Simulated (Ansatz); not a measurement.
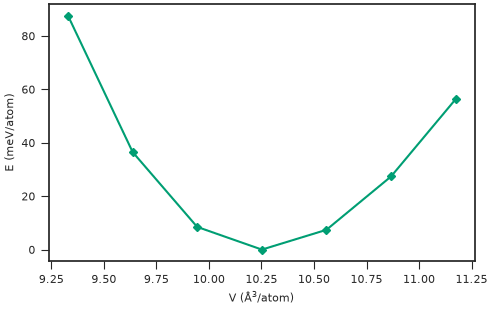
Fig. 1. Hf3N4 in space group I-43d (No. 220; Hf on 12a, N on 16c) under volume change, DFT-LDA in the program Ansatz with PAW potentials, shape and atoms relaxed at each volume.

**Question.** What does a third-order Birch–Murnaghan fit give for V₀, B₀ and B′?

**Answer.** V₀ = 10.25 Å³/atom, B₀ = 264 GPa, B′ = 6.4.

The cell was relaxed with LDA under the symmetry of its start. The run is not spin-polarised. Spin–orbit coupling is left out wherever it is not named.

Potentials: the later of the program's two PAW sets.
